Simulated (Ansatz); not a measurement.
# WS2: stress in a strained cell

WS2 is deformed so: equal xx and yy strain of +1 %. What stress and forces result, by LAPW, PAW and all-electron datasets made for the crystal?

Computed with Ansatz 0.2.0 (DFT LDA, scalar-relativistic, unless a step's input says otherwise).

## (1) The system as given

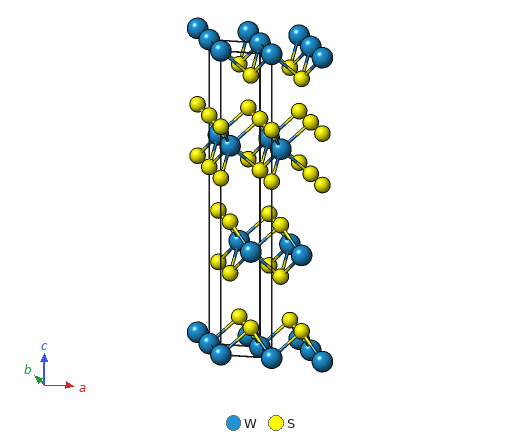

Start, viewed slightly off an axis; tungsten blue, sulfur yellow. 2×2×1 cells are drawn. Atoms on the faces are drawn again on the opposite ones. The cell drawn here is the conventional one.

Coordinates:

```cif
data_structure
_symmetry_space_group_name_H-M 'R3m:H'
_symmetry_Int_Tables_number 160
_cell_length_a 3.1580
_cell_length_b 3.1580
_cell_length_c 18.4900
_cell_angle_alpha 90.000
_cell_angle_beta 90.000
_cell_angle_gamma 120.000
_cell_volume 159.70
loop_
_atom_site_label
_atom_site_type_symbol
_atom_site_symmetry_multiplicity
_atom_site_Wyckoff_symbol
_atom_site_fract_x
_atom_site_fract_y
_atom_site_fract_z
_atom_site_occupancy
W1 W 3 a 0.00000 0.00000 0.00000 1
S1 S 3 a 0.66667 0.33333 0.08363 1
S2 S 3 a 0.33333 0.66667 0.24767 1
```

The file gives the conventional cell by its symmetry; the runs use the cell typed in the input.

Atoms are numbered in the order of the input: W1, S2, S3.

## (2) After the deformation

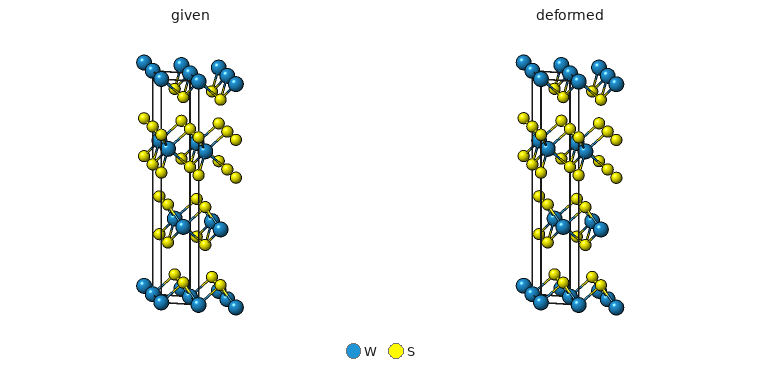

Given and deformed, at one scale.

Space group R3m before, R3m after.

## (3) Full-potential LAPW

Contents of input.yaml:

```yaml
crystal:
  lattice:
    - [1.5947903881, 0.9207526599, 6.16333]
    - [-1.5947903881, 0.9207526599, 6.16333]
    - [0.0, -1.8415053197, 6.16333]
  atoms:
    - { symbol: W, position: [0.0, 0.0, 0.0] }
    - { symbol: S, position: [0.7503, 0.7503, 0.7503] }
    - { symbol: S, position: [0.581, 0.581, 0.581] }
kpoints:
  mp_grid: { grid: [13, 13, 13] }
  band_path:
    path:
      - [0.0, 0.0, 0.0]
      - [0.5, 0.5, 0.5]
      - [0.8184546719, 0.1815453281, 0.5]
      - [0.5, -0.1815453281, 0.1815453281]
      - [0.5, 0.0, 0.0]
      - [0.0, 0.0, 0.0]
      - [0.3407726641, -0.3407726641, 0.0]
      - [0.6592273359, 0.0, 0.3407726641]
      - [0.5, 0.0, 0.5]
    npoints: 5
scf:
  occupations: { method: fermi_dirac, width: 0.08 }
hamiltonian:
  xc: lda
  pseudopotentials: { kind: all_electron, lapw: { basis_error: 0.0005 } }
output:
  forces: true
  stress: true
  eigenvalues: true
```

Launch:

```sh
> ansatz run input.yaml --threads 1 --pin off --max-ram 6144MiB --backend cpu --events-out ev --progress --plain --runs-dir out
```

The log of the run (excerpt; [...] marks lines left out):

```text
LAPW: plane waves up to 9.031 Å⁻¹, error target 5.0e-4 eV per atom; small_component_spin mean_spin; S in spheres of 1.037 Å, 14 of its electrons in bands, Dirac shells []; W in spheres of 1.368 Å, 44 of its electrons in bands, Dirac shells []
[...]
Pseudopotentials: kind: all_electron
Pseudopotential: W, LAPW, valence charge 44, Koelling and Harmon's equation, gaussian nucleus
Pseudopotential: S, LAPW, valence charge 14, Koelling and Harmon's equation, gaussian nucleus
Functional definition: SPW92
[...]
Crystal: 3 atoms, lattice volume = 54.302 Å³
Basis set: ecut = 310.71543807627984 eV, 671 PW (Γ), FFT grids on a1−a3, a2−a3, a3, exchange–correlation at level 2
Bands: 44, of which v1, the nominal top of the filled ones, is band 36 counted from 1 (35 counted from 0)
Symmetry: 6 space group operations
Space group: R3m (ITA 160), of the structure as read, at distance tolerance 3.8e-5 Å
k-points: 231 of 2197 (time reversal used)
[...]
SCF iter   1: F=—  HF=-460611.010572 eV  |F-HF|=—  |Δ(HF+E_count)|=         —  Δρ=3.73e-2  dr2=8.30e-1  ethr=1.15e-3  ⟨swp⟩=2.0  Hψ=65201  notcnv=0
[...]
the basis was enlarged: its passes take 13.4 MiB over the memory plan, 1 of 1 planned eigensolver slots
[...]
SCF iter  10: F=-460610.590690 eV  HF=-460610.590690 eV  |F-HF|=4.48e-9  |Δ(HF+E_count)|=   8.18e-8  Δρ=4.55e-6  dr2=1.37e-8  ethr=1.44e-10  ⟨swp⟩=2.1  Hψ=28460  notcnv=0
[...]
NSCF: frozen V_eff on 41 k-points
SCF converged after 10 iterations
Free energy (F): -460610.590690 eV
[...]
E sigma→0 (E₀):  -460610.590667 eV
Entropy (-TS):   -0.000045 eV (-0.015 meV/atom)
Fermi energy:    14.132782 eV
[...]
--- Forces (eV/Å), atoms counted from 1 ---
  atom   1  W     -0.00000000    -0.00000000    -0.55740197
  atom   2  S      0.00000000    -0.00000000    -0.20358008
  atom   3  S      0.00000000     0.00000000     0.76095725
[...]
--- Stress (GPa, compression-positive) ---
       -7.212801      -0.000000       0.000000
       -0.000000      -7.212801       0.000000
        0.000000       0.000000      -5.316832
  P = ⅓ Tr σ = -6.5808 GPa (-65.808 kbar)
--- Band table (eV; the first three rows and the last of 231) ---
[...]
```

Run time: 6.1 min. Hardware: 1 thread of Arm Neoverse V2, shared host; peak memory 1.2 GiB.

In short: pressure -6.58 GPa; gap 0.98 eV; largest force 0.761 eV/Å.

## (4) PAW on the default files

Contents of input.yaml:

```yaml
crystal:
  lattice:
    - [1.5947903881, 0.9207526599, 6.16333]
    - [-1.5947903881, 0.9207526599, 6.16333]
    - [0.0, -1.8415053197, 6.16333]
  atoms:
    - { symbol: W, position: [0.0, 0.0, 0.0] }
    - { symbol: S, position: [0.7503, 0.7503, 0.7503] }
    - { symbol: S, position: [0.581, 0.581, 0.581] }
kpoints:
  mp_grid: { grid: [13, 13, 13] }
scf:
  occupations: { method: fermi_dirac, width: 0.08 }
hamiltonian:
  xc: lda
  pseudopotentials: { kind: paw }
output:
  forces: true
  stress: true
  eigenvalues: true
  efg: { contact_densities: true }
```

Launch:

```sh
> ansatz run input.yaml --threads 1 --pin off --max-ram 6144MiB --backend cpu --events-out ev --progress --plain --runs-dir out
```

The log of the run (excerpt; [...] marks lines left out):

```text
[...]
W: output.efg is read without spin–orbit coupling, which moves field gradients at and beside such atoms by some per cent and up to a factor of two; PAW files take it under magnetization.noncollinear and magnetization.spin_orbit
[...]
Pseudopotentials: kind: paw
Pseudopotential: W, paw, valence charge 14, recommended cutoff 420 eV (normal)
Pseudopotential: S, paw, valence charge 6, recommended cutoff 420 eV (normal)
Functional definition: SPW92
[...]
Crystal: 3 atoms, lattice volume = 54.302 Å³
Basis set: ecut = 420 eV, 1071 PW (Γ), FFT grids on a1−a3, a2−a3, a3
Bands: 17, of which v1, the nominal top of the filled ones, is band 13 counted from 1 (12 counted from 0)
Symmetry: 6 space group operations
Space group: R3m (ITA 160), of the structure as read, at distance tolerance 3.8e-5 Å
k-points: 231 of 2197 (time reversal used)
[...]
--- Stress (GPa, compression-positive) ---
       -7.265660       0.000000       0.000000
        0.000000      -7.265660       0.000000
        0.000000       0.000000      -5.343197
  P = ⅓ Tr σ = -6.6248 GPa (-66.248 kbar)
--- PAW observables at the nuclei: V_zz in 10²¹ V/m², potentials from the cell's mean, atoms counted from 1 ---
  atom   1  W  V_zz =   -17.800688   η = 0.0000   by run symmetry: allowed
            electrostatic potential = -14805.822055 V   contact ρ = 8788640.797125 e/Å³
  atom   2  S  V_zz =    -5.035630   η = 0.0000   by run symmetry: allowed
            electrostatic potential = -1638.411946 V   contact ρ = 19607.024821 e/Å³
  atom   3  S  V_zz =    -4.272444   η = 0.0000   by run symmetry: allowed
            electrostatic potential = -1638.382097 V   contact ρ = 19607.588578 e/Å³
--- Band table (eV; the first three rows and the last of 231) ---
  k-point 0: bands = ["-63.4362", "-27.7041", "-27.5487", "-27.5487", "-4.3128", "-2.3309", "3.6267", "7.6219", "7.6219", "8.8399", "8.8399", "9.7100", "10.0273", "13.2531", "13.2531", "13.6193", "13.6193"]
[...]
```

It took 23 s on 1 thread of Arm Neoverse V2, shared host; peak memory 0.53 GiB.

Result: pressure -6.62 GPa; gap on the k mesh 0.98 eV (an odd mesh misses the zone boundary); largest force 0.763 eV/Å; Vzz W1 -17.80 (η = 0.00), S2 -5.04 (η = 0.00), S3 -4.27 (η = 0.00) (10²¹ V/m²).

## (5) All-electron PAW on datasets made for the crystal

Changes to input.yaml since step 4:

```diff
@@ -15,3 +15,3 @@
   xc: lda
-  pseudopotentials: { kind: paw }
+  pseudopotentials: { kind: all_electron, datasets: crystal }
 output:
```

Launch:

```sh
> ansatz run input.yaml --threads 1 --pin off --max-ram 6144MiB --backend cpu --events-out ev --progress --plain --runs-dir out
```

The log of the run (excerpt; [...] marks lines left out):

```text
[...]
band count auto-derived: 19 (N_el = 26.0; filled up to band 13; 17 by the electrons, moments and atoms)
W: output.efg is read without spin–orbit coupling, which moves field gradients at and beside such atoms by some per cent and up to a factor of two; PAW files take it under magnetization.noncollinear and magnetization.spin_orbit
[...]
Pseudopotentials: kind: all_electron
Pseudopotential: W, paw, valence charge 28, recommended cutoff 280 eV (normal), Koelling and Harmon's equation, gaussian nucleus
Pseudopotential: S, paw, valence charge 6, recommended cutoff 280 eV (normal), Koelling and Harmon's equation, gaussian nucleus
Functional definition: SPW92
[...]
Crystal: 3 atoms, lattice volume = 54.302 Å³
Basis set: ecut = 280 eV, 599 PW (Γ), FFT grids on a1−a3, a2−a3, a3
Bands: 19, of which v1, the nominal top of the filled ones, is band 13 counted from 1 (12 counted from 0)
[...]
        0.000000      -7.215785       0.000000
        0.000000       0.000000      -5.318662
  P = ⅓ Tr σ = -6.5834 GPa (-65.834 kbar)
  It holds what live shells' own plane waves past their cutoff add
--- PAW observables at the nuclei: V_zz in 10²¹ V/m², potentials from the cell's mean, atoms counted from 1 ---
  atom   1  W  V_zz =   -17.540673   η = 0.0000   by run symmetry: allowed
            electrostatic potential = -14799.793049 V   contact ρ = 8784004.507615 e/Å³
  atom   2  S  V_zz =    -5.042607   η = 0.0000   by run symmetry: allowed
            electrostatic potential = -1635.156856 V   contact ρ = 19624.778358 e/Å³
  atom   3  S  V_zz =    -4.278086   η = 0.0000   by run symmetry: allowed
            electrostatic potential = -1635.141530 V   contact ρ = 19625.342489 e/Å³
--- Band table (eV; the first three rows and the last of 231) ---
  k-point 0: bands = ["-60.8830", "-25.1622", "-25.0056", "-25.0056", "-1.7695", "0.2122", "6.1642", "10.1637", "10.1637", "11.3819", "11.3819", "12.2481", "12.5659", "15.7930", "15.7930", "16.1587", "16.1587"]
[...]
```

Wall time 2.3 min (1 thread of Arm Neoverse V2, shared host); peak memory 2.3 GiB.

Read from it: pressure -6.58 GPa; gap on the k mesh 0.98 eV (an odd mesh misses the zone boundary); largest force 0.761 eV/Å; Vzz W1 -17.54 (η = 0.00), S2 -5.04 (η = 0.00), S3 -4.28 (η = 0.00) (10²¹ V/m²).

## (6) Stress and forces compared

Stress (GPa, compression positive):

```tsv
method	xx	yy	zz	yz	xz	xy
LAPW	-7.21	-7.21	-5.32	0.00	0.00	0.00
PAW	-7.27	-7.27	-5.34	0.00	0.00	0.00
crystal datasets	-7.22	-7.22	-5.32	0.00	0.00	0.00
```

Forces (eV/Å):

```tsv
atom	LAPW x	LAPW y	LAPW z	PAW x	PAW y	PAW z	crystal datasets x	crystal datasets y	crystal datasets z
W1	0.000	0.000	-0.557	0.000	0.000	-0.558	0.000	0.000	-0.557
S2	0.000	0.000	-0.204	0.000	0.000	-0.206	0.000	0.000	-0.203
S3	0.000	0.000	0.761	0.000	0.000	0.763	0.000	0.000	0.761
```

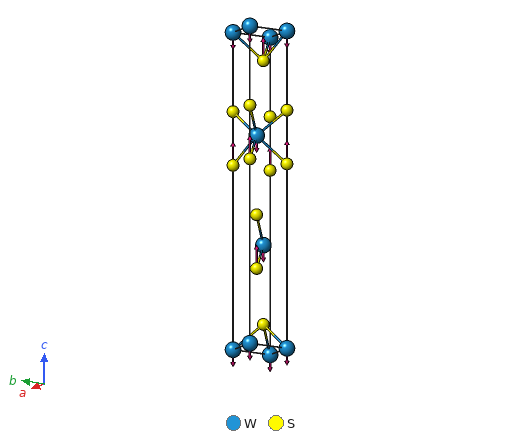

Forces of the LAPW run as arrows; the longest is 0.761 eV/Å.

```
          method  pressure (GPa)  gap on the k mesh (eV)  largest force (eV/Å)  Vzz W1 (10²¹ V/m²)  Vzz S2 (10²¹ V/m²)  Vzz S3 (10²¹ V/m²)  SCF cycles, all passes
            LAPW           -6.58                    0.98                 0.761                   –                   –                   –                      10
             PAW           -6.62                    0.98                 0.763              -17.80               -5.04               -4.27                       8
crystal datasets           -6.58                    0.98                 0.761              -17.54               -5.04               -4.28                      11
```

## (7) What came out

```
                                 quantity                                              value
                                 pressure  LAPW -6.58, PAW -6.62, crystal datasets -6.58 GPa
largest shear or deviatoric stress (LAPW)                                           1.26 GPa
```

**Reading.** The largest part of the stress beyond the pressure is 1.26 GPa in size, in the zz component; the atoms are carried along and not relaxed. No run of the undeformed cell stands beside it, so the pressure holds what the given cell had before the change. PAW: stress within 0.05 GPa of LAPW, forces within 2 meV/Å. Crystal datasets: stress within 0.01 GPa of LAPW, forces within 1 meV/Å. Spin-orbit coupling is left out, though the cell holds W; in elements this heavy it can shift bands and gaps by tenths of an eV.
